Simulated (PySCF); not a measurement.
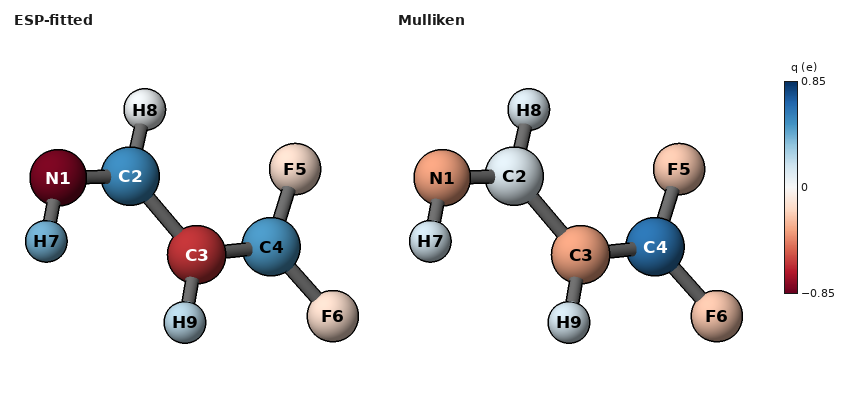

Atomic charges of one calculation by 2 schemes, on one colour scale. The computed structure is the end point of a GFN2-xTB optimisation. No frequency run is at hand to confirm it as a minimum. Method: PBE0/pcSseg-1 (PySCF 2.14.0).

### Which scheme gives the most polar picture (largest mean size of the charges)?

The ESP-fitted charges are the largest in size here.

### On which atom do the schemes disagree most?

On N1 (from −0.80 to −0.34 e).

List the charges (e), one line for each set of equivalent atoms.

```
atom  ESP-fitted  Mulliken
  N1       −0.80     −0.34
  C2        0.54      0.10
  C3       −0.61     −0.34
  C4        0.49      0.61
  F5       −0.14     −0.23
  F6       −0.14     −0.23
  H7        0.40      0.16
  H8        0.03      0.12
  H9        0.23      0.15
```
